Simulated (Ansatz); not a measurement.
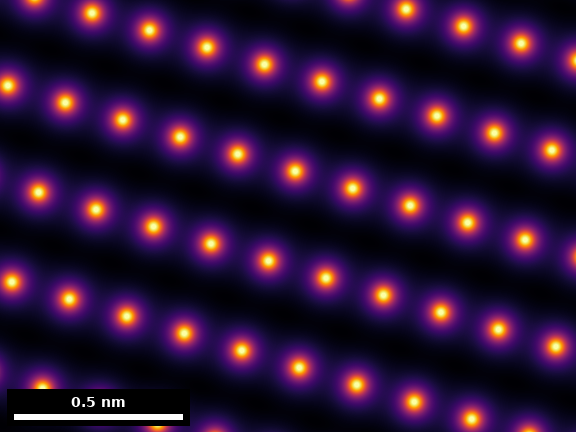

Map of the projected electrostatic potential of Lu. Computed as the sum of neutral-atom potentials (tabulated electron scattering factors, B = 0.5 Å²) projected along the beam and smoothed by 0.25 Å; brighter is more positive. The display is stretched by a gamma of 0.7; percentages refer to the linear signal.

**Measure the repeat of the pattern.**

The pattern repeats on a rectangular net of 1.8 × 2.8 Å.

**What is the plane group of the image?**

p2mm: mirror lines in two perpendicular directions, with twofold points where they cross.

**How many columns does the smallest repeating cell hold, and how many levels of brightness?**

1 column in the primitive cell of 4.9 Å², all of one brightness.

The crystal is Lu (P6_3/mmc, No. 194) seen along [210]. Structure used: coordinates from a relaxation at fixed volume with DFT HSE06, scalar-relativistic, plane waves, PAW (Ansatz 0.2.0).
